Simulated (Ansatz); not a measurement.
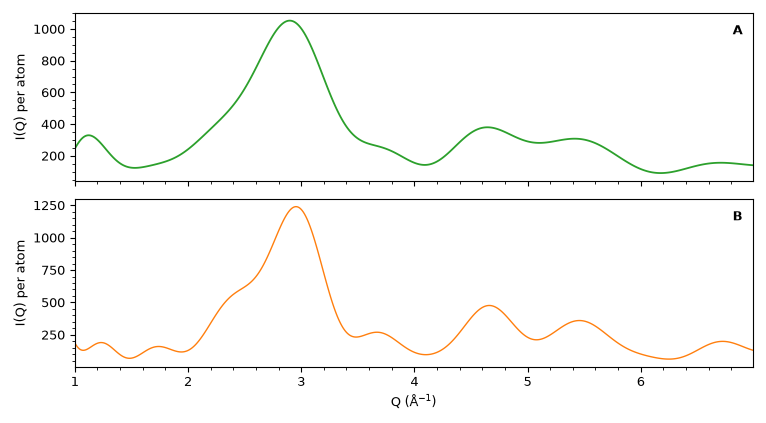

X-ray scattering of spheres cut from the crystal structure of Zn (P6_3/mmc, a = 2.634 Å, b = 2.634 Å, c = 5.101 Å, α = 90.00°, β = 90.00°, γ = 120.00°), calculated atom by atom with the Debye equation (B = 0.5 Å², no relaxation of the surface). It is based on coordinates from a relaxation at fixed volume with DFT PBE, spin-orbit coupling, plane waves, PAW in Ansatz.

Question: The spheres are 10 and 14 Å across. Which curve is which?

Answer: curve A: 10 Å (37 atoms); curve B: 14 Å (99 atoms). Peak widths go roughly as 2π/D, so the largest sphere has the sharpest peaks.
